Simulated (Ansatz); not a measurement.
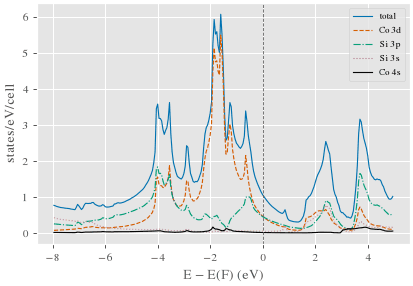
Figure: Total and projected density of states of CoSi$_{2}$ (fluorite or antifluorite type, Fm-3m), plane-wave PAW PBE (Ansatz code)

Which orbitals carry the states next to the Fermi level?

Within 0.5 eV of the Fermi level: Co 3d 45 %, Si 3p 42 %, outside the projected shells 8 %. Projections are on Löwdin-orthogonalised atomic valence shells; empty p or d shells of many metals are not among them.

Where is the tallest occupied peak in this window, and what makes it?

Near -1.6 eV, about 6.1 states/eV per cell; the largest projected share is Co 3d.

The PBE relaxation kept the symmetry of its start. The workflow began spin-polarised and lost its moments.

Potentials: the later of the program's two PAW sets.
